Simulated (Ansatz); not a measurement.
The starting structures come from a database of crystals and need not be the phases stable at ambient conditions.

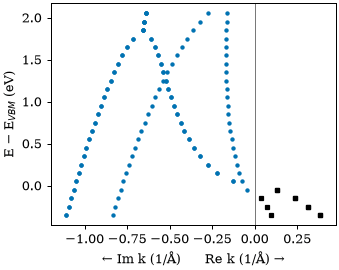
*Complex bands at the centre of the two-dimensional zone; PBEsol run with Ansatz (an electronic-structure program)*

No gap correction and no spin-orbit coupling; mid-gap values are interpolated between computed energies.

Question: This is AlP (P6_3mc, wurtzite, not sure to be the ambient phase, 4 atoms a cell, 20.5 Å³ an atom) along the normal of (001). Read off the slowest decay at the centre of the two-dimensional zone at 0.95 eV, the computed energy nearest the middle of the gap.

Answer: κ ≈ 0.16 1/Å, a decay length 1/(2κ) of the density of 3.2 Å.
